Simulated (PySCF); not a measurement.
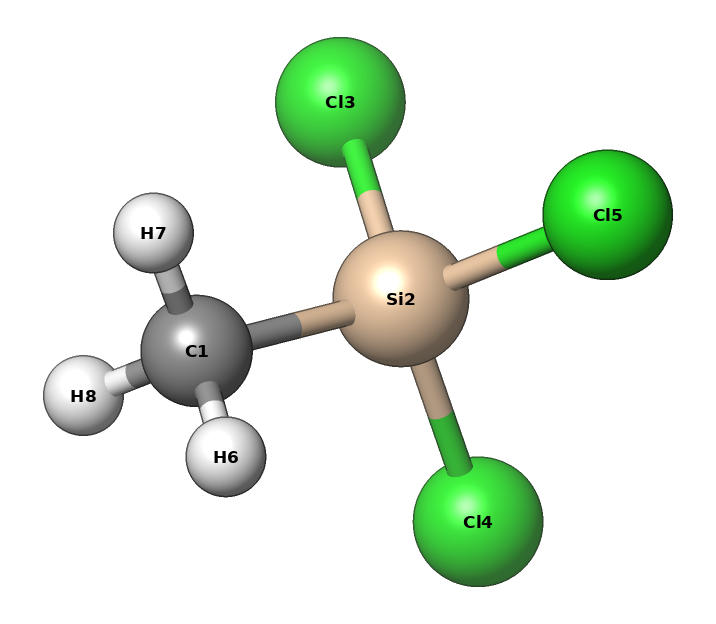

Computed geometry: GFN2-xTB optimisation. No frequency run is at hand to confirm it as a minimum. Level of theory: delta-SCF UKS SCAN, pcX-2 on the ionised atom, pcseg-1 elsewhere, spin-free X2C (PySCF 2.14.0).

Give the core-electron binding energies (to vacuum; p and d levels without spin–orbit splitting) of C1 1s, Si2 1s, Si2 2p, Cl3 1s, Cl3 2p.

```tsv
atom	level	binding energy (eV)
C1	1s	291.0
Si2	1s	1849.4
Si2	2p	109.5
Cl3	1s	2829.1
Cl3	2p	207.1
```

The geometry is semi-empirical. Around Si such bond lengths and angles can be off by a tenth of an ångström or more and by several degrees, and values that hang on the shape move with them.
